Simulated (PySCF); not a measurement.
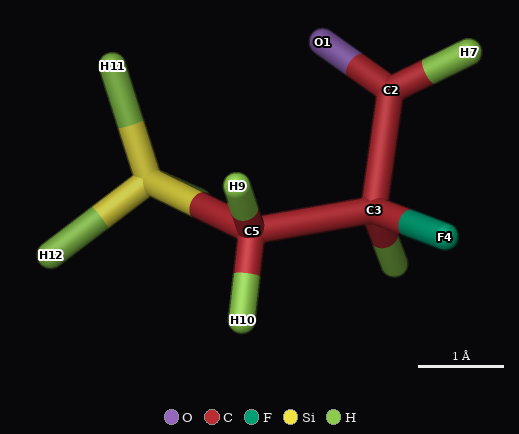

Figure 1. The input geometry (stick view, seen at a tilt; atoms are numbered from 1 in the order of the input). Bond lengths as drawn: C–C 1.50 to 1.53 Å, C–F 1.34 Å, C–H 1.07 to 1.11 Å, C–O 1.20 Å, C–Si 1.93 Å and H–Si 1.44 to 1.48 Å.

C₃H₇FOSi: geometry relaxation

C₃H₇FOSi, computed with PBE0-D3(BJ)/def2-SVP geometry optimisation, gas phase (PySCF 2.14.0).

It belongs to a series of runs on one base structure; here: constitutional isomer.

## Input file
```
{"job": {"xc": "PBE0", "basis": "def2-SVP", "d3": "d3bj", "grid": 1, "shake": 0.01, "kind": "geom"}, "charge": 0, "multiplicity": 1}
O     -0.534680     1.663310     0.733930
C     -1.390700     0.863150     0.456230
C     -1.063020    -0.567100     0.160670
F     -2.103890    -1.179010    -0.417530
C      0.195210    -0.675380    -0.700580
Si     1.653690     0.331410     0.051750
H     -2.450600     1.106520     0.403730
H     -0.877280    -1.070130     1.127720
H     -0.041380    -0.293410    -1.668200
H      0.458140    -1.722800    -0.785230
H      1.715310     1.681110    -0.458880
H      2.853560    -0.393960    -0.415420
H      1.591480     0.239390     1.501490
```

The first line tells a small driver script what to run in PySCF; the rest is the geometry in Å.

Machine: 1 CPU thread, shared host.

Run as:
```bash
OMP_NUM_THREADS=1 python <driver script> task.json out
```

## The program's output
```
step   0  E = -582.31716112  max force = 0.033434
step   1  E = -582.32385958  max force = 0.007718
step   2  E = -582.32412340  max force = 0.004758
step   3  E = -582.32393178  max force = 0.006335
step   4  E = -582.32421834  max force = 0.000896
step   5  E = -582.32422712  max force = 0.000524
step   6  E = -582.32422839  max force = 0.000296
optimisation converged
```

## Trajectory as extended XYZ (Å, eV, eV/Å), 7 frames, from step=0 to step=6
```
13
Properties=species:S:1:pos:R:3:forces:R:3 step=0 energy=-15845.65706
O    -0.5347    1.6633    0.7339   -0.3347   0.1973   0.0530
C    -1.3907    0.8631    0.4562    0.7105  -0.1586   0.0674
C    -1.0630   -0.5671    0.1607    1.5561  -0.0530   0.1089
F    -2.1039   -1.1790   -0.4175   -1.2851  -0.4708  -0.6036
C     0.1952   -0.6754   -0.7006   -0.1169   0.5120   1.7192
Si    1.6537    0.3314    0.0517   -0.3830  -0.9946  -0.5937
H    -2.4506    1.1065    0.4037   -0.9358   0.3864   0.0181
H    -0.8773   -1.0701    1.1277    0.0321   0.0620   0.1997
H    -0.0414   -0.2934   -1.6682   -0.1960   0.3731  -1.2561
H     0.4581   -1.7228   -0.7852    0.2313  -0.5160  -0.1130
H     1.7153    1.6811   -0.4589    0.1495   0.8089  -0.2691
H     2.8536   -0.3940   -0.4154    0.4426  -0.1386  -0.0771
H     1.5915    0.2394    1.5015    0.1293  -0.0081   0.7464
13
Properties=species:S:1:pos:R:3:forces:R:3 step=1 energy=-15845.83933
O    -0.6968    1.7454    0.7709    0.2159   0.1167   0.0544
C    -1.4742    0.8838    0.4718   -0.3225  -0.0334  -0.1250
C    -1.0608   -0.5398    0.1654   -0.3051  -0.1435  -0.0799
F    -2.1403   -1.1623   -0.4505    0.3969   0.1828   0.1778
C     0.1942   -0.6469   -0.6692   -0.0314   0.1256  -0.1466
Si    1.7363    0.2533    0.0192   -0.1494  -0.0153   0.0200
H    -2.5795    1.0779    0.4124    0.1146  -0.1131   0.0091
H    -0.9089   -1.0338    1.1448   -0.0262  -0.0356   0.0200
H    -0.0296   -0.2508   -1.6806    0.1102  -0.1275   0.1410
H     0.4489   -1.7143   -0.7774   -0.0318   0.0621  -0.0508
H     1.8322    1.6561   -0.4648    0.0195   0.0183  -0.0009
H     2.9433   -0.4879   -0.4636   -0.0260  -0.0320  -0.0454
H     1.7350    0.1986    1.5097    0.0352  -0.0050   0.0265
13
Properties=species:S:1:pos:R:3:forces:R:3 step=2 energy=-15845.84651
O    -0.6944    1.7398    0.7553   -0.0645   0.1339   0.0209
C    -1.4856    0.8851    0.4636    0.1359  -0.0847   0.0117
C    -1.0601   -0.5366    0.1718   -0.2446  -0.1288  -0.1060
F    -2.1229   -1.1683   -0.4451    0.0852   0.0194   0.0522
C     0.1924   -0.6363   -0.6654    0.0254   0.0723   0.0254
Si    1.7314    0.2550    0.0241   -0.0387  -0.0084  -0.0024
H    -2.5893    1.0665    0.4087    0.0401   0.0128   0.0055
H    -0.9094   -1.0295    1.1530    0.0140   0.0133   0.0081
H    -0.0227   -0.2439   -1.6743    0.0233  -0.0242   0.0086
H     0.4474   -1.7009   -0.7817   -0.0113  -0.0034  -0.0147
H     1.8391    1.6612   -0.4503    0.0138   0.0029   0.0106
H     2.9197   -0.4984   -0.4869    0.0081  -0.0024  -0.0186
H     1.7542    0.1859    1.5153    0.0134  -0.0028  -0.0014
13
Properties=species:S:1:pos:R:3:forces:R:3 step=3 energy=-15845.84130
O    -0.7456    1.7902    0.7493    0.0520  -0.3258  -0.0935
C    -1.4887    0.8890    0.4622   -0.1282   0.2046   0.0990
C    -1.0591   -0.5331    0.1779    0.1882   0.0280  -0.0156
F    -2.1094   -1.1722   -0.4361   -0.1309   0.0023  -0.0188
C     0.1917   -0.6261   -0.6624    0.0500  -0.0138   0.1511
Si    1.7351    0.2477    0.0258    0.0960  -0.0239  -0.0454
H    -2.5943    1.0313    0.4035   -0.1182   0.0341  -0.0137
H    -0.9055   -1.0247    1.1601    0.0383   0.0477  -0.0002
H    -0.0159   -0.2335   -1.6681   -0.0450   0.0673  -0.0990
H     0.4427   -1.6892   -0.7899    0.0193  -0.0497   0.0112
H     1.8601    1.6589   -0.4313   -0.0161  -0.0049   0.0257
H     2.9024   -0.5167   -0.5193    0.0190   0.0280   0.0146
H     1.7863    0.1577    1.5162   -0.0244   0.0060  -0.0155
13
Properties=species:S:1:pos:R:3:forces:R:3 step=4 energy=-15845.84909
O    -0.7159    1.7606    0.7441   -0.0080  -0.0274  -0.0020
C    -1.4900    0.8863    0.4626    0.0213   0.0148   0.0135
C    -1.0623   -0.5361    0.1753   -0.0273  -0.0263  -0.0379
F    -2.1201   -1.1739   -0.4350    0.0028   0.0035   0.0052
C     0.1907   -0.6294   -0.6636    0.0099   0.0090   0.0461
Si    1.7347    0.2503    0.0245    0.0130  -0.0123  -0.0266
H    -2.5949    1.0534    0.4095   -0.0150   0.0121   0.0036
H    -0.9054   -1.0245    1.1581    0.0162   0.0166   0.0053
H    -0.0209   -0.2354   -1.6711   -0.0043   0.0130  -0.0209
H     0.4440   -1.6936   -0.7884   -0.0010  -0.0111   0.0034
H     1.8506    1.6619   -0.4320   -0.0025   0.0007   0.0127
H     2.9133   -0.5033   -0.5107    0.0019   0.0076  -0.0015
H     1.7760    0.1630    1.5146   -0.0069  -0.0001  -0.0008
13
Properties=species:S:1:pos:R:3:forces:R:3 step=5 energy=-15845.84933
O    -0.7096    1.7561    0.7471   -0.0042  -0.0002   0.0044
C    -1.4879    0.8861    0.4647    0.0070  -0.0048   0.0085
C    -1.0633   -0.5367    0.1746   -0.0269  -0.0103  -0.0225
F    -2.1223   -1.1741   -0.4337    0.0139   0.0065   0.0092
C     0.1894   -0.6298   -0.6647    0.0048   0.0020   0.0075
Si    1.7340    0.2497    0.0219    0.0048  -0.0039  -0.0082
H    -2.5926    1.0582    0.4150   -0.0016   0.0046   0.0008
H    -0.9032   -1.0236    1.1576    0.0049   0.0052   0.0036
H    -0.0231   -0.2347   -1.6723    0.0004   0.0010  -0.0060
H     0.4423   -1.6943   -0.7899   -0.0021  -0.0013   0.0006
H     1.8473    1.6630   -0.4292   -0.0003   0.0014   0.0062
H     2.9143   -0.4998   -0.5152   -0.0009   0.0026  -0.0043
H     1.7742    0.1592    1.5118    0.0003  -0.0028   0.0004
13
Properties=species:S:1:pos:R:3:forces:R:3 step=6 energy=-15845.84937
O    -0.7075    1.7537    0.7540    0.0009   0.0104   0.0096
C    -1.4877    0.8861    0.4698    0.0028  -0.0077  -0.0051
C    -1.0642   -0.5363    0.1749   -0.0037   0.0090   0.0045
F    -2.1239   -1.1735   -0.4306    0.0046  -0.0011   0.0003
C     0.1876   -0.6283   -0.6663   -0.0052   0.0016  -0.0152
Si    1.7351    0.2477    0.0176   -0.0030   0.0002   0.0056
H    -2.5924    1.0611    0.4223    0.0051  -0.0037   0.0005
H    -0.9004   -1.0222    1.1579   -0.0012  -0.0049  -0.0001
H    -0.0262   -0.2315   -1.6733    0.0021  -0.0050   0.0034
H     0.4392   -1.6931   -0.7937   -0.0027   0.0040   0.0005
H     1.8470    1.6641   -0.4239   -0.0016   0.0020   0.0011
H     2.9140   -0.4978   -0.5278   -0.0024  -0.0002  -0.0050
H     1.7793    0.1494    1.5070    0.0041  -0.0045  -0.0002
```

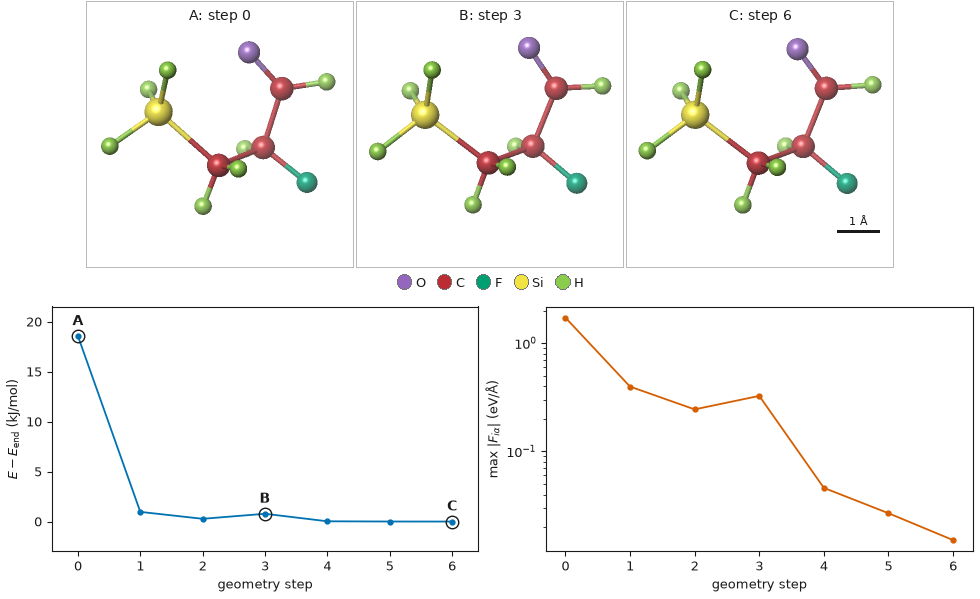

Figure 2. Frames of the relaxation (ball-and-stick view, seen at a tilt) above the curves, on which the letters mark them (steps are counted from 0).

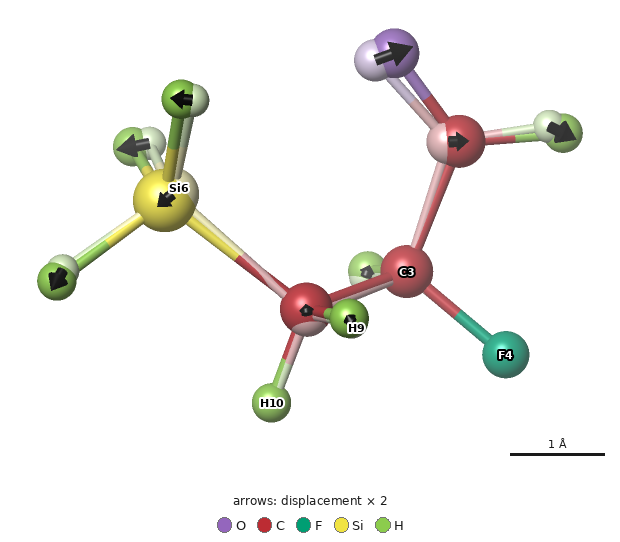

Figure 3. Start (faint) and end (solid) with the displacements as black arrows, magnified 2 times (ball-and-stick view, seen at a tilt). The two geometries are laid on each other by the best rigid fit. Over 6 geometry steps the energy falls by 18.6 kJ/mol. The largest force component goes from 1.7 to 0.015 eV/Å. The atom that moves furthest after the best rigid fit is O1 (0.22 Å). Largest moves by element: O 0.22 Å, H 0.18 Å, C 0.11 Å, Si 0.11 Å, F 0.03 Å. Among the contacts that change: Si6–H11 1.444 → 1.488 Å, Si6–H13 1.454 → 1.493 Å, C3–F4 1.339 → 1.377 Å, C5–H9 1.067 → 1.103 Å. Among the angles that change: C3–C5–Si6 111.5° → 116.4°, H11–Si6–H13 114.4° → 110.9°, Si6–C5–H10 110.6° → 107.5°. (Atoms are counted from 1 in the order of the input.)

## Summary

| quantity | value |
| --- | --- |
| outcome | converged |
| total energy | −582.324228 hartree |
| dipole moment | 1.19 D |
| point group | C1 |
| wall time | 43 s |
| peak memory | 0.49 GiB |
